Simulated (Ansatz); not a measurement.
# BH− (quartet): one geometry, many settings at distance B1–H2 = 3.204 Å

What do other methods and options give for BH− (quartet) at this geometry, and how long do they take?

Method: the settings change from run to run; program: Ansatz 0.2.0, Gaussian basis.

17 further runs of the same task are left out: 11 that didn't finish, 6 set aside as unsound or not needed.

## (1) What is computed

The geometry derives from a PBE0/def2-TZVPD stationary point (not a proven minimum). One bond is set to the value named and the two fragments are kept rigid.

2 atoms, charge -1, spin multiplicity 4.

Atoms are counted from 1 here; the program's logs count them from 0.

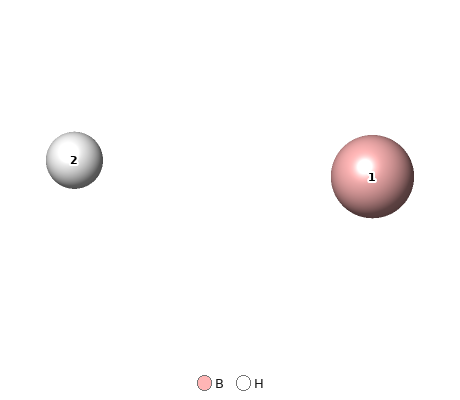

The geometry (boron pink, hydrogen white); atoms are numbered from 1 in the order of the file.

## (2) CASCI(5,5)/aug-cc-pVDZ

Input file in.yaml:

```yaml
crystal:
  periodic: [false, false, false]
  atoms:
    - {symbol: B, position_ang: [0.000000, 0.000000, 0.000000]}
    - {symbol: H, position_ang: [0.000000, 0.000000, 3.204000]}
basis:
  gaussian: {orbitals: aug-cc-pVDZ}
total_charge: -1
magnetization: {spin_polarized: false, initial_magnetization: 3}
correlation: {active_space: {window: {electrons: 5, orbitals: 5}, fixed_orbitals: true}}
```

The run is started by

```console
ansatz run in.yaml --threads 1 --pin off --events-out ev --progress --plain --max-ram 2393MiB
```

Log:

```text
Functional definition: HF
  name "HF"
  cite "Fock, Z. Phys. 61, 126 (1930) doi:10.1007/BF01340294"
  parent pbe
  exchange = exact_x
  correlation = 0
313 factors; integrals over basis functions are off by at most 7.4e-4 eV
mean field evaluation 1: about -676.0629 eV, gradient 1.2e1 eV
mean field evaluation 2: about -676.0884 eV, gradient 1.1e1 eV
mean field evaluation 4: about -680.5548 eV, gradient 4.3e0 eV
mean field evaluation 8: about -680.7546 eV, gradient 1.3e-1 eV
mean field evaluation 16: about -680.6138 eV, gradient 1.6e-1 eV
mean field evaluation 32: about -680.6164 eV, gradient 4.9e-6 eV
mean field evaluation 64: about -680.7363 eV, gradient 4.1e-1 eV
mean field evaluation 96: about -679.0923 eV, gradient 4.5e-1 eV
mean field evaluation 128: about -680.5917 eV, gradient 4.0e-1 eV
mean field -680.75485213 eV, -25.0172793834 hartree, gradient 9.9e-7 eV, S^2 3.750000; 11 other end points of the search recorded, 0 dependent functions left out
reference -680.75485213 eV, -25.0172793834 hartree; 5, 2 occupied and 27, 30 virtual orbitals, 313 factors
state -680.75650459 eV, -25.0173401103 hartree
Total energy: -680.75650459 eV, -25.0173401103 hartree
```

Wall time 0.97 s (1 thread of AMD EPYC, shared host).

From the report: 11 determinants; active occupations 2.00, 1.00, 1.00, 1.00, 0.00.

## (3) HF/def2-TZVP

Input file in.yaml:

```yaml
crystal:
  periodic: [false, false, false]
  atoms:
    - {symbol: B, position_ang: [0.000000, 0.000000, 0.000000]}
    - {symbol: H, position_ang: [0.000000, 0.000000, 3.204000]}
basis:
  gaussian: {orbitals: def2-TZVP}
total_charge: -1
magnetization: {spin_polarized: false, initial_magnetization: 3}
hamiltonian: {xc: hf}
scf: {lower_state_search: off}
output: {forces: true, orbitals: {seedname: orbitals}}
```

The command is unchanged.

Log, cut to the lines that bear on the results:

```text
Functional definition: HF
  name "HF"
  cite "Fock, Z. Phys. 61, 126 (1930) doi:10.1007/BF01340294"
  parent pbe
[...]
269 factors; their error is unknown
[...]
mean field -680.63292785 eV, -25.0127987489 hartree, gradient 2.0e-6 eV, S^2 3.750000; 0 other end points of the search recorded, 0 dependent functions left out
[...]
reference -680.63292785 eV, -25.0127987489 hartree; 5, 2 occupied and 32, 35 virtual orbitals, 269 factors
Total energy: -680.63292785 eV, -25.0127987489 hartree
Atom 0 at     0.000000     0.000000     0.000000 Å, force    -0.000000    -0.000000     0.026378 eV/Å
Atom 1 at     0.000000     0.000000     3.204000 Å, force     0.000000     0.000000    -0.026378 eV/Å
Dipole moment:    -0.000000    -0.000000     0.506930 e Å
Checks for a lower state left out: stability, starts, cluster_reference, orbital_swaps, neighbouring_geometries, increment
```

Run time: 0.21 s. Hardware: 1 thread of AMD EPYC, shared host.

## (4) BCCD/def2-SVP

Input file in.yaml:

```yaml
crystal:
  periodic: [false, false, false]
  atoms:
    - {symbol: B, position_ang: [0.000000, 0.000000, 0.000000]}
    - {symbol: H, position_ang: [0.000000, 0.000000, 3.204000]}
basis:
  gaussian: {orbitals: def2-SVP}
total_charge: -1
magnetization: {spin_polarized: false, initial_magnetization: 3}
hamiltonian: {xc: {name: B3LYP}}
correlation: {method: bccd, electrons: outside_noble_gas}
accuracy: high
```

Same command.

Log, cut to the lines that bear on the results:

```text
Functional definition: B3LYP
  name "B3LYP"
  cite "Stephens, Devlin, Chabalowski & Frisch, J. Phys. Chem. 98, 11623 (1994) doi:10.1021/j100096a001"
  cite "Becke, Phys. Rev. A 38, 3098 (1988) doi:10.1103/PhysRevA.38.3098"
  cite "Lee, Yang & Parr, Phys. Rev. B 37, 785 (1988) doi:10.1103/PhysRevB.37.785"
  cite "Vosko, Wilk & Nusair, Can. J. Phys. 58, 1200 (1980) doi:10.1139/p80-159"
[...]
319 factors; integrals over basis functions are off by at most 3.3e-9 eV
[...]
mean field -683.82209625 eV, -25.1299985260 hartree, gradient 2.3e-8 eV, S^2 3.750000; 4 other end points of the search recorded, 0 dependent functions left out
[...]
1 core orbitals not correlated: weight in the atoms' cores, before any rotation towards them, 1.000 or more for the frozen orbitals, at most 0.000 for the correlated occupied ones
reference -679.34362962 eV, -24.9654179127 hartree; 4, 1 occupied and 14, 17 virtual orbitals, 319 factors
second order -1.27595833 eV of doubles, -0.17375934 eV of singles
cycle   1  -1.75949338 eV  change   -3.1e-1 eV  update   5.3e-2
[...]
cycle  31  -1.91025165 eV  change   2.2e-10 eV  update  3.4e-10
Total energy: -681.25388127 eV, -25.0356183662 hartree
```

Run time: 2.2 s. Hardware: 1 thread of AMD EPYC, shared host.

From the report: correlation -1.9103 eV; largest double amplitude 0.12.

## (5) BCCD(T) on UHF/def2-SVPD

Input file in.yaml:

```yaml
crystal:
  periodic: [false, false, false]
  atoms:
    - {symbol: B, position_ang: [0.000000, 0.000000, 0.000000]}
    - {symbol: H, position_ang: [0.000000, 0.000000, 3.204000]}
basis:
  gaussian: {orbitals: def2-SVPD}
total_charge: -1
magnetization: {spin_polarized: true, initial_magnetization: 3}
correlation: {method: bccd_t, electrons: valence}
scf: {lower_state_search: off}
```

Same command.

Log, cut to the lines that bear on the results:

```text
Functional definition: HF
  name "HF"
  cite "Fock, Z. Phys. 61, 126 (1930) doi:10.1007/BF01340294"
  parent pbe
[...]
278 factors; integrals over basis functions are off by at most 7.3e-4 eV
[...]
mean field -679.75058217 eV, -24.9803731434 hartree, gradient 5.0e-6 eV, S^2 3.782568; 0 other end points of the search recorded, 0 dependent functions left out
1 core orbitals not correlated: weight in the atoms' cores, before any rotation towards them, 1.000 or more for the frozen orbitals, at most 0.000 for the correlated occupied ones
reference -679.75058217 eV, -24.9803731434 hartree; 4, 1 occupied and 23, 26 virtual orbitals, 278 factors
second order -1.33619023 eV of doubles, -0.00000000 eV of singles
cycle   1  -1.68755722 eV  change   -3.5e-1 eV  update   6.0e-2
[...]
cycle  16  -1.88213126 eV  change    2.8e-6 eV  update   5.7e-6
perturbative correction -0.05728374 eV, -0.0021051385 hartree
Total energy: -681.68999717 eV, -25.0516453300 hartree
Checks for a lower state left out: stability, starts, cluster_reference, orbital_swaps, neighbouring_geometries, increment
```

It took 1.1 s on 1 thread of AMD EPYC, shared host.

From the report: ⟨S²⟩ of the determinant 3.783 (pure quartet: 3.75); correlation -1.9394 eV; largest double amplitude 0.09.

## (6) CCSD(T)/aug-cc-pVDZ

Input file in.yaml:

```yaml
crystal:
  periodic: [false, false, false]
  atoms:
    - {symbol: B, position_ang: [0.000000, 0.000000, 0.000000]}
    - {symbol: H, position_ang: [0.000000, 0.000000, 3.204000]}
basis:
  gaussian: {orbitals: aug-cc-pVDZ, point_charges: [{charge: -0.50, position_ang: [2.871, -0.488, -0.988]}]}
total_charge: -1
magnetization: {spin_polarized: false, initial_magnetization: 3}
hamiltonian: {xc: {name: PBE0}}
correlation: {method: ccsd_t, electrons: valence}
output: {forces: true}
```

The command is unchanged.

Log, cut to the lines that bear on the results:

```text
Functional definition: PBE0
  name "PBE0"
  cite "Adamo & Barone, J. Chem. Phys. 110, 6158 (1999) doi:10.1063/1.478522"
  cite "Perdew, Burke & Ernzerhof, Phys. Rev. Lett. 77, 3865 (1996) doi:10.1103/PhysRevLett.77.3865"
  parent pbe
[...]
313 factors; integrals over basis functions are off by at most 7.4e-4 eV
[...]
mean field -682.04730930 eV, -25.0647763084 hartree, gradient 9.1e-6 eV, S^2 3.750000; 10 other end points of the search recorded, 0 dependent functions left out
[...]
1 core orbitals not correlated: weight in the atoms' cores, before any rotation towards them, 1.000 or more for the frozen orbitals, at most 0.000 for the correlated occupied ones
reference -678.71965463 eV, -24.9424872549 hartree; 4, 1 occupied and 27, 30 virtual orbitals, 313 factors
second order -1.55875117 eV of doubles, -0.07926948 eV of singles
cycle   1  -2.03475253 eV  change   -4.0e-1 eV  update   6.8e-2
[...]
cycle  32  -2.22990287 eV  change    5.5e-8 eV  update   1.1e-7
perturbative correction -0.08437696 eV, -0.0031007959 hartree
[...]
Total energy: -681.03393445 eV, -25.0275354698 hartree
Atom 0 at     0.000000     0.000000     0.000000 Å, force    -0.206962     0.035178     0.134895 eV/Å
Atom 1 at     0.000000     0.000000     3.204000 Å, force    -0.043681     0.007425     0.000107 eV/Å
Dipole moment:     0.461798    -0.078494     0.633712 e Å
```

Wall time 6 s (1 thread of AMD EPYC, shared host).

From the report: correlation -2.3143 eV; T1 0.032; largest double amplitude 0.12. The orbitals are Kohn-Sham ones, so correlation energy and T1 don't compare with those on Hartree-Fock orbitals.

## (7) CASSCF(3,8)/6-31G*

Input file in.yaml:

```yaml
crystal:
  periodic: [false, false, false]
  atoms:
    - {symbol: B, position_ang: [0.000000, 0.000000, 0.000000]}
    - {symbol: H, position_ang: [0.000000, 0.000000, 3.204000]}
basis:
  gaussian: {orbitals: "6-31G*"}
total_charge: -1
magnetization: {spin_polarized: false, initial_magnetization: 3}
correlation: {active_space: {window: {electrons: 3, orbitals: 8}, states: [{multiplicity: 4, weights: [1, 1]}], root: 1}}
```

Same command.

Log:

```text
Functional definition: HF
  name "HF"
  cite "Fock, Z. Phys. 61, 126 (1930) doi:10.1007/BF01340294"
  parent pbe
  exchange = exact_x
  correlation = 0
262 factors; integrals over basis functions are off by at most 2.6e-8 eV
mean field evaluation 1: about -678.4825 eV, gradient 7.6e0 eV
mean field evaluation 2: about -678.4875 eV, gradient 7.6e0 eV
mean field evaluation 4: about -679.2418 eV, gradient 5.2e-1 eV
mean field evaluation 8: about -679.2421 eV, gradient 2.3e-4 eV
mean field evaluation 16: about -679.1542 eV, gradient 1.3e-6 eV
mean field evaluation 32: about -679.1618 eV, gradient 8.9e-2 eV
mean field evaluation 64: about -679.2275 eV, gradient 9.9e-1 eV
mean field -679.24207642 eV, -24.9616859016 hartree, gradient 2.0e-6 eV, S^2 3.750000; 8 other end points of the search recorded, 0 dependent functions left out
reference -679.24207642 eV, -24.9616859016 hartree; 5, 2 occupied and 12, 15 virtual orbitals, 262 factors
state -679.32138520 eV, -24.9646004453 hartree
state -679.23301829 eV, -24.9613530215 hartree
Total energy: -679.23301829 eV, -24.9613530215 hartree
```

Run time: 1.2 s. Hardware: 1 thread of AMD EPYC, shared host.

From the report: 56 determinants; active occupations (of the averaged states) 1.00, 1.00, 0.50, 0.50, 0.00, 0.00, 0.00, 0.00.

## (8) CCSD on UHF/6-31++G**

Input file in.yaml:

```yaml
crystal:
  periodic: [false, false, false]
  atoms:
    - {symbol: B, position_ang: [0.000000, 0.000000, 0.000000]}
    - {symbol: H, position_ang: [0.000000, 0.000000, 3.204000]}
basis:
  gaussian: {orbitals: "6-31++G**"}
total_charge: -1
magnetization: {spin_polarized: true, initial_magnetization: 3}
correlation: {method: ccsd, electrons: all}
```

Launched as before.

Log, cut to the lines that bear on the results:

```text
Functional definition: HF
  name "HF"
  cite "Fock, Z. Phys. 61, 126 (1930) doi:10.1007/BF01340294"
  parent pbe
[...]
219 factors; integrals over basis functions are off by at most 6.6e-4 eV
[...]
mean field -680.65694867 eV, -25.0136814979 hartree, gradient 2.8e-6 eV, S^2 3.754026; 23 other end points of the search recorded, 0 dependent functions left out
determinant -680.65694867 eV, -25.0136814979 hartree, with singles and doubles -682.54321115 eV, -25.0830003655 hartree
determinant -680.49722191 eV, -25.0078116477 hartree, with singles and doubles -682.37746768 eV, -25.0769094052 hartree
determinant -679.37702165 eV, -24.9666450475 hartree, with singles and doubles -680.42655058 eV, -25.0052145242 hartree
determinant -679.01385121 eV, -24.9532987800 hartree, with singles and doubles -680.35228673 eV, -25.0024853779 hartree
[...]
determinant -677.54954380 eV, -24.8994864750 hartree, with singles and doubles -679.26946769 eV, -24.9626925124 hartree
determinant -677.34658123 eV, -24.8920277381 hartree, with singles and doubles -679.62940734 eV, -24.9759200504 hartree
determinant -677.24246335 eV, -24.8882014767 hartree, with singles and doubles -679.48138806 eV, -24.9704804420 hartree
determinant -677.20101427 eV, -24.8866782512 hartree, with singles and doubles -677.78322800 eV, -24.9080742109 hartree
determinant -680.65694867 eV, -25.0136814979 hartree, with singles and doubles -682.54357362 eV, -25.0830136859 hartree
determinant -680.49722191 eV, -25.0078116477 hartree, with singles and doubles -682.37760855 eV, -25.0769145821 hartree
reference -680.65694867 eV, -25.0136814979 hartree; 5, 2 occupied and 20, 23 virtual orbitals, 219 factors
second order -1.39768400 eV of doubles, -0.00000000 eV of singles
cycle   1  -1.88662633 eV  change   -1.4e-6 eV  update   3.0e-6
Total energy: -682.54357501 eV, -25.0830137368 hartree
```

Wall time 3.7 s (1 thread of AMD EPYC, shared host).

From the report: ⟨S²⟩ of the determinant 3.754 (pure quartet: 3.75); correlation -1.8866 eV; T1 0.016; largest double amplitude 0.10.

## (9) CCSD(T) on ROHF/aug-cc-pVDZ

Input file in.yaml:

```yaml
crystal:
  periodic: [false, false, false]
  atoms:
    - {symbol: B, position_ang: [0.000000, 0.000000, 0.000000]}
    - {symbol: H, position_ang: [0.000000, 0.000000, 3.204000]}
basis:
  gaussian: {orbitals: aug-cc-pVDZ}
total_charge: -1
magnetization: {spin_polarized: false, initial_magnetization: 3}
correlation: {method: ccsd_t, electrons: all}
output: {forces: true}
```

Same command.

Log, cut to the lines that bear on the results:

```text
Functional definition: HF
  name "HF"
  cite "Fock, Z. Phys. 61, 126 (1930) doi:10.1007/BF01340294"
  parent pbe
[...]
313 factors; integrals over basis functions are off by at most 7.4e-4 eV
[...]
mean field -680.75485213 eV, -25.0172793834 hartree, gradient 9.9e-7 eV, S^2 3.750000; 17 other end points of the search recorded, 0 dependent functions left out
[...]
determinant -680.75485213 eV, -25.0172793834 hartree, with singles and doubles -682.93260886 eV, -25.0973104671 hartree
determinant -680.61639091 eV, -25.0121910274 hartree, with singles and doubles -682.78944199 eV, -25.0920491820 hartree
determinant -679.18495064 eV, -24.9595865680 hartree, with singles and doubles -681.03393574 eV, -25.0275355171 hartree
determinant -679.08658708 eV, -24.9559717739 hartree, with singles and doubles -680.92582709 eV, -25.0235625974 hartree
[...]
determinant -678.08972542 eV, -24.9193377834 hartree, with singles and doubles -679.99368156 eV, -24.9893068812 hartree
determinant -680.75485213 eV, -25.0172793834 hartree, with singles and doubles -682.92912093 eV, -25.0971822884 hartree
determinant -680.61639091 eV, -25.0121910274 hartree, with singles and doubles -682.78177500 eV, -25.0917674253 hartree
[...]
reference -680.75485213 eV, -25.0172793834 hartree; 5, 2 occupied and 27, 30 virtual orbitals, 313 factors
second order -1.52852464 eV of doubles, -0.04384009 eV of singles
cycle   1  -2.17426803 eV  change    7.8e-7 eV  update   3.9e-6
[...]
cycle   9  -2.17426656 eV  change    1.6e-8 eV  update   6.3e-8
perturbative correction -0.07701099 eV, -0.0028301017 hartree
[...]
Total energy: -683.00612967 eV, -25.1000123073 hartree
Atom 0 at     0.000000     0.000000     0.000000 Å, force    -0.000000     0.000000     0.086221 eV/Å
Atom 1 at     0.000000     0.000000     3.204000 Å, force    -0.000000     0.000000    -0.086221 eV/Å
Dipole moment:     0.000000    -0.000000     0.448476 e Å
```

Run time: 8 s. Hardware: 1 thread of AMD EPYC, shared host.

From the report: correlation -2.2513 eV; T1 0.022; largest double amplitude 0.10.

## (10) CASSCF(3,10)/aug-cc-pVDZ

Changes to in.yaml since step 9:

```diff
@@ -9,3 +9,3 @@
 magnetization: {spin_polarized: false, initial_magnetization: 3}
-correlation: {method: ccsd_t, electrons: all}
+correlation: {active_space: {window: {electrons: 3, orbitals: 10}}}
 output: {forces: true}
```

Launched as before.

Log, cut to the lines that bear on the results:

```text
Functional definition: HF
  name "HF"
  cite "Fock, Z. Phys. 61, 126 (1930) doi:10.1007/BF01340294"
  parent pbe
[...]
313 factors; integrals over basis functions are off by at most 7.4e-4 eV
[...]
mean field -680.75485213 eV, -25.0172793834 hartree, gradient 9.9e-7 eV, S^2 3.750000; 11 other end points of the search recorded, 0 dependent functions left out
reference -680.75485213 eV, -25.0172793834 hartree; 5, 2 occupied and 27, 30 virtual orbitals, 313 factors
state -681.07676534 eV, -25.0291094758 hartree
[...]
Total energy: -681.07676534 eV, -25.0291094758 hartree
Atom 0 at     0.000000     0.000000     0.000000 Å, force    -0.000000    -0.000000     0.027543 eV/Å
Atom 1 at     0.000000     0.000000     3.204000 Å, force     0.000000     0.000000    -0.027543 eV/Å
Dipole moment:    -0.000000     0.000000     0.475621 e Å
```

Run time: 12 s. Hardware: 1 thread of AMD EPYC, shared host.

From the report: 120 determinants; active occupations 1.00, 0.97, 0.97, 0.02, 0.02, 0.00, 0.00, 0.00, 0.00, 0.00.

## (11) All runs side by side

Where basis and cores are those of an earlier FCI/aug-cc-pVDZ run (-683.0117 eV), and the state is the same kind, the miss against it is given.

```
                                                        level         correlated  functions  energy (eV)  from FCI (meV)    time
                                       CASCI(5,5)/aug-cc-pVDZ                            32    -680.7565          2255.2  0.97 s
                                                 HF/def2-TZVP                            37    -680.6329                  0.21 s
                            BCCD/def2-SVP (on B3LYP orbitals)  outside noble gas         19    -681.2539                   2.2 s
                                     BCCD(T) on UHF/def2-SVPD            valence         28    -681.6900                   1.1 s
CCSD(T)/aug-cc-pVDZ (beside a point charge, on PBE0 orbitals)            valence         32    -681.0339                     6 s
            CASSCF(3,8)/6-31G* (excited root 1 of an average)                            17    -679.2330                   1.2 s
                                        CCSD on UHF/6-31++G**                all         25    -682.5436                   3.7 s
                                  CCSD(T) on ROHF/aug-cc-pVDZ                all         32    -683.0061                     8 s
                                     CASSCF(3,10)/aug-cc-pVDZ                            32    -681.0768          1934.9    12 s
```

## (12) Outcome

| quantity | value |
| --- | --- |
| runs | 9 |
| quickest | HF/def2-TZVP, 0.21 s |
| slowest | CASSCF(3,10)/aug-cc-pVDZ, 12 s |

What this shows: Total energies in different bases, with other cores or another treatment of relativity can't be set against each other. CASSCF(3,10)/aug-cc-pVDZ took 55 times as long as HF/def2-TZVP; the jobs differ in more than the method. Hartree-Fock, CASSCF and CASCI lack dynamic correlation by design.
